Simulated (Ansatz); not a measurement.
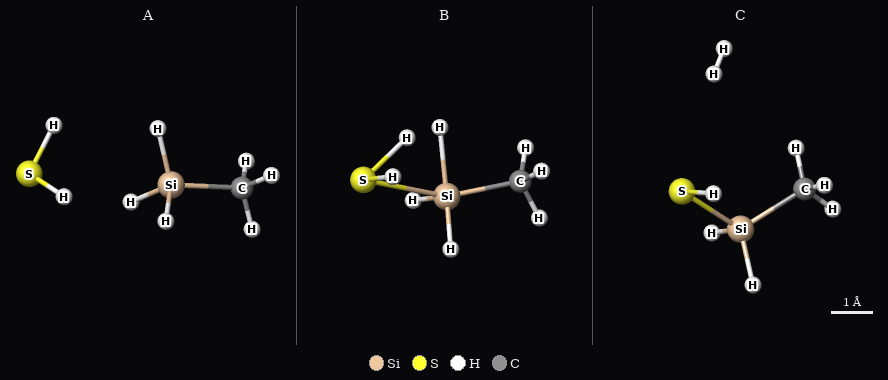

Three geometries of CH8SSi: a saddle point and the two minima that it joins, in shuffled order. The picture is a ball-and-stick view, seen at a tilt. Sticks join atoms that are closer than about 1.2 times the sum of their covalent radii (a little more with hydrogen).

Stationary points at PBE0-D4/def2-TZVP, single-point energies with CCSD(T)/CBS, BLYP-D4, B3LYP-D4 (def2-TZVPP where no basis is named; Ansatz 0.2.0). The energies are electronic, without zero-point or thermal terms, and both ends are the minima reached downhill from the saddle, with any fragments still in contact. CCSD(T)/CBS stands for a frozen-core estimate: MP2 correlation extrapolated from def2-TZVPP and def2-QZVPP, CCSD(T) minus MP2 from the smaller set.

Q: Which frame is the transition state, what reaction does it lead through, and what barrier is to be expected?

A: Frame B is the saddle point. Counted by bonded pieces, C holds CH₆SSi + H₂ and A holds CH₆Si + H₂S. From C over the saddle to A, bonds form: H–Si (4.46 → 1.72 → 1.49 Å), H–S (3.19 → 1.67 → 1.34 Å). Bonds break: S–Si (2.14 → 2.54 → 3.87 Å), H–H (0.75 → 0.99 → 2.88 Å). The saddle has one imaginary mode, 1171i cm⁻¹. With CCSD(T)/CBS the barrier is 60.0 kcal/mol from C and 50.8 kcal/mol from A, and A lies 9.2 kcal/mol above C.

```
      level  barrier from C (kcal/mol)  barrier from A (kcal/mol)  A less C (kcal/mol)
CCSD(T)/CBS                       60.0                       50.8                  9.2
    BLYP-D4                       54.1                       45.1                  9.0
   B3LYP-D4                       57.3                       48.9                  8.5
```

Against CCSD(T)/CBS, B3LYP-D4 comes closest on the barrier from C (−2.6 kcal/mol) and BLYP-D4 misses most (−5.9 kcal/mol).

Limits of the set-up: the start holds two separate molecules, 2.8 Å apart at their closest, whose relative position is a soft coordinate.
